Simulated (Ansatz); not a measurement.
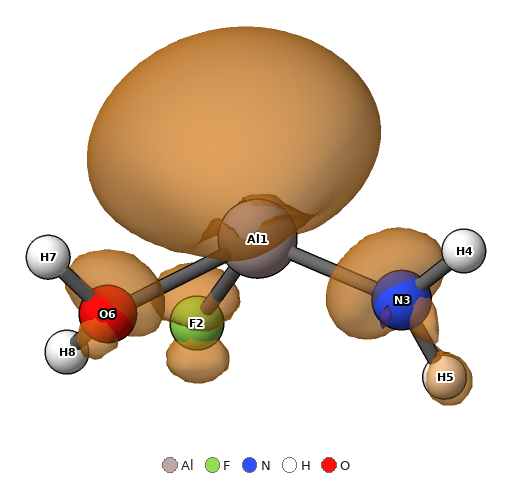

Figure. AlFH4NO (doublet). Isosurfaces of the spin density (α minus β) at +0.015 (orange) and −0.015 e/Å³ (purple), seen from one side.

Theory: UKS r2SCANh-D4/def2-SVP in Ansatz.

```yaml
atoms:
  - { symbol: Al, position_ang: [0.4970, -0.8474, 0.2467] }
  - { symbol: F, position_ang: [0.4288, -0.2313, 1.8369] }
  - { symbol: N, position_ang: [1.7275, -0.0581, -0.7783] }
  - { symbol: H, position_ang: [2.1054, -0.4509, -1.6312] }
  - { symbol: H, position_ang: [2.3419, 0.6771, -0.4425] }
  - { symbol: O, position_ang: [-1.3051, 0.1155, 0.0648] }
  - { symbol: H, position_ang: [-2.0793, -0.4066, -0.1816] }
  - { symbol: H, position_ang: [-1.4028, 0.3550, 1.0036] }
```

### Which atoms carry the spin?

The unpaired spin (1 electron) lies mostly on Al1 (about 0.8), in electrons by Hirshfeld's partition.
